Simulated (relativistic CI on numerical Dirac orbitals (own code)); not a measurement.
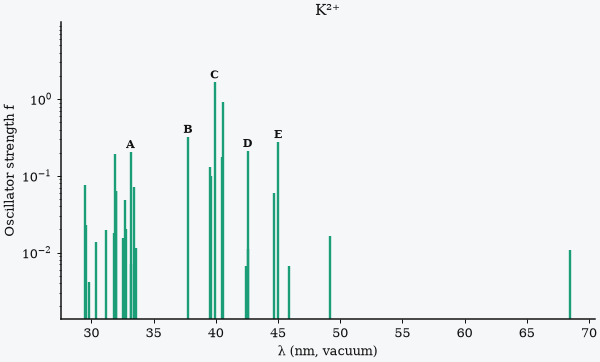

The plot shows absorption lines from the lowest level (oscillator strengths f) for K III (K²⁺). Method of calculation: Dirac CI, KLI exchange-only orbitals, Breit term, model QED, valence Slater integrals scaled by 0.85, a P86 correlation estimate for each configuration (radial Dirac CI code).

### Which transitions are the lettered lines?

A: 3s² 3p⁴ 4d ²D₅/₂ ← 3s² 3p⁵ ²P°₃/₂, 33.16 nm, f = 0.21; B: 3s² 3p⁴ 3d J = 1/2 (even, mixed, level 52) ← 3s² 3p⁵ ²P°₃/₂, 37.76 nm, f = 0.32; C: 3s² 3p⁴ 3d ²D₅/₂ ← 3s² 3p⁵ ²P°₃/₂, 39.92 nm, f = 1.7; D: 3s² 3p⁴ 4s ²D₅/₂ ← 3s² 3p⁵ ²P°₃/₂, 42.58 nm, f = 0.21; E: 3s² 3p⁴ 4s ²P₃/₂ ← 3s² 3p⁵ ²P°₃/₂, 45.00 nm, f = 0.28. The strongest, C, lies in the extreme ultraviolet region.

Caveat: near-neutral ion: configurations can be misplaced by up to about 10000 cm⁻¹, over 20000 where the f count changes; rates and lifetimes follow the computed energies and can be off by orders of magnitude; the fine structure of a weakly bound d or f electron outside closed shells is too small or inverted; only a limited list of configurations is included, so lower levels can be missing; only lines among the lowest 200 of 3081 levels are drawn, so those from 3s² 3p⁴ 5f, 3s² 3p⁴ 5g and 3s 3p⁵ 3d are incomplete.
